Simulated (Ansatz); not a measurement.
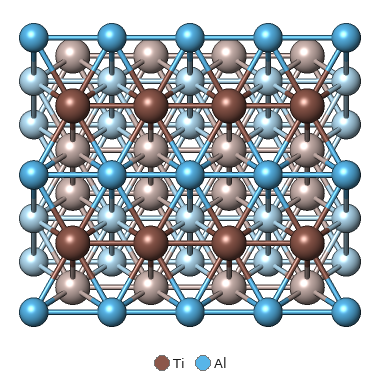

The system is O on a TiAl(101) slab cut from the P4/mmm phase, its upper half relaxed before the scan (12 atoms of substrate and one adsorbate in a 2 × 1 cell); the picture shows it without the atoms that are moved over the map. O is moved over the surface cell; relaxed at each place: the height of the adsorbate's atoms; substrate rigid; the origin of the map has the adsorbate above Al11. Places are given modulo a cell vector. The map is drawn in real space over the plane of the surface. Grid: 4 × 4 points; 12 points were computed and 4 follow by symmetry. Places are given in fractions of the 1 × 1 surface cell. All energies are given in eV relative to the lowest grid point. The runs have no spin polarisation; a magnetic state may lie lower. Level of theory: DFT PBE, scalar-relativistic, plane waves, PAW (Ansatz 0.2.0). Settings: cutoff 420 eV, k-mesh 5×6×1, gaussian smearing 0.1 eV, no spin polarisation.

Range: position of O13 along the first surface vector from 0.00 to 0.75; position of O13 along the second surface vector from 0.00 to 0.75.

What landscape does the calculation give?

The lowest grid point is at a bridge site between two Ti atoms, (0/4, 2/4) of the cell vectors. The highest grid point, the top site over a surface Al atom, (0/4, 0/4) of the cell vectors, lies 3.08 eV above the lowest. At the lowest point the adsorbate has 2 Ti at 1.86 Å as nearest neighbours, at the highest 1 Al at 1.68 Å. Its relaxed height above the top atom is 1.06 Å at the lowest and 1.68 Å at the highest point.

```
second ↓, first →   0/4   1/4   2/4   3/4
              3/4  0.38  0.28  0.68  0.28
              2/4  0.00  1.02  1.44  1.02
              1/4  0.40  0.29  0.69  0.29
              0/4  3.08  2.63  1.26  2.63
```

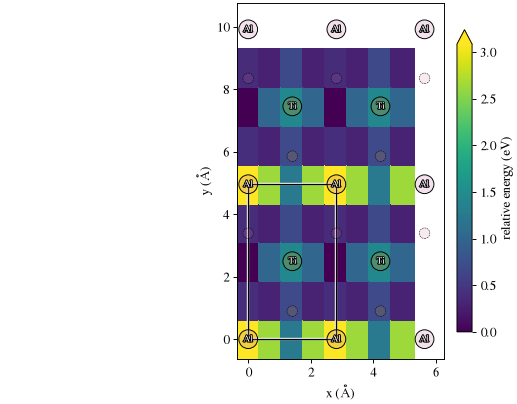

Drawn: one coloured cell a grid point, labelled circles for the atoms of the top layer and small ones for the second layer, the outline of one cell of the 2 × 2 shown, one colour for all values above the top of the scale.

The whole map (12 points run) took 24 min on 4 threads of Arm Neoverse N1, with other jobs on the host.

PAW datasets: the set soft_1.
